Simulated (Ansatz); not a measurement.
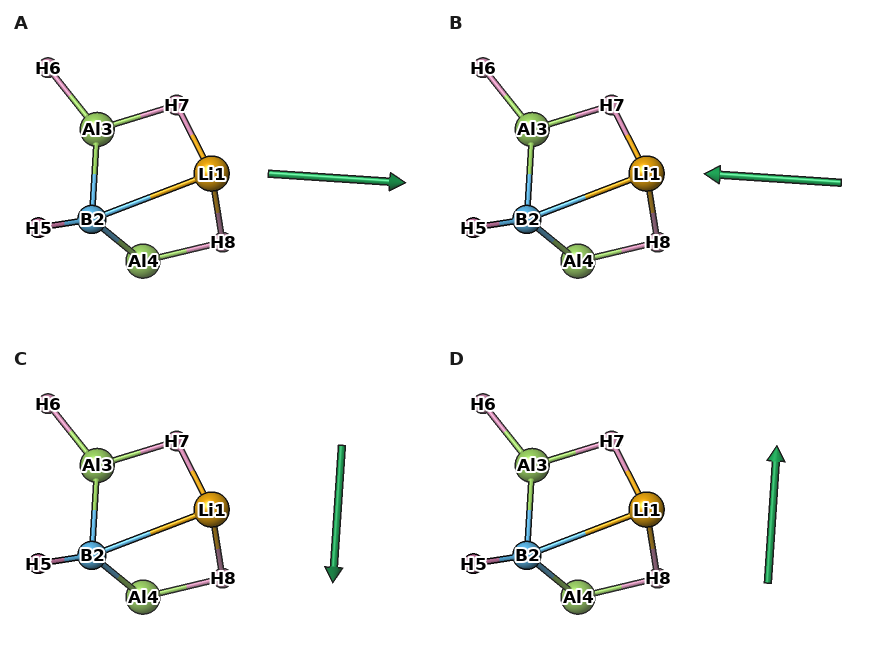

The same molecule four times, each with an arrow. Computed geometry: PBE0-D4/def2-TZVP optimisation. No frequency run is at hand to confirm it as a minimum. Method: RKS PBE0-D4/def2-TZVP (Ansatz 0.2.0).

**Which arrow points along the dipole moment, from the negative to the positive end?**

A. The dipole moment is 4.03 D; it points from the side of H6 to the side of H8 (the outermost atoms at the two ends).
